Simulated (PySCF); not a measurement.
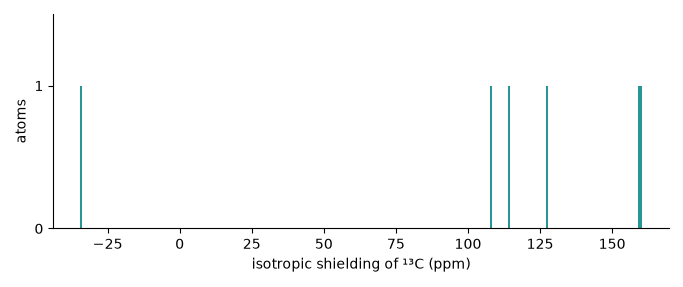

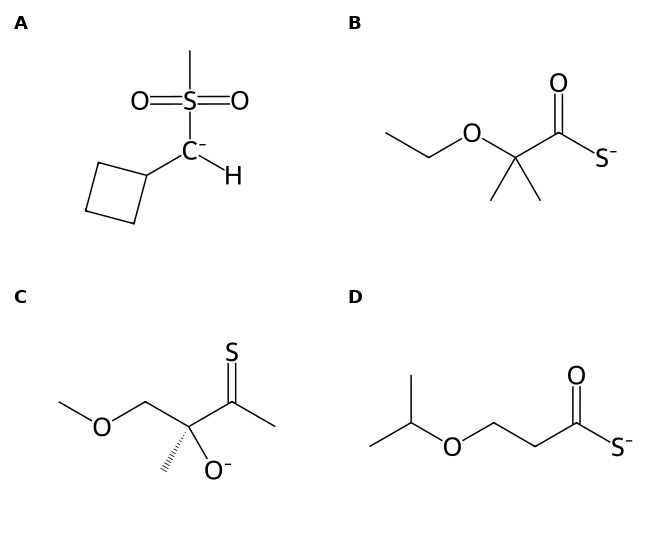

The sticks are computed shieldings of one of the molecules, for one fixed geometry (GFN2-xTB) without averaging over rotations. Low shielding means a high chemical shift. Method: GIAO PBE0/pcSseg-1 NMR shielding, non-relativistic, gas phase (PySCF 2.14.0).

Which molecule gives this pattern?

D, `CC(C)OCCC(=O)[S-]`. Its 6 C atoms give lines at −34.2, 108.1, 114.4, 127.5, 159.2, 160.0 ppm.
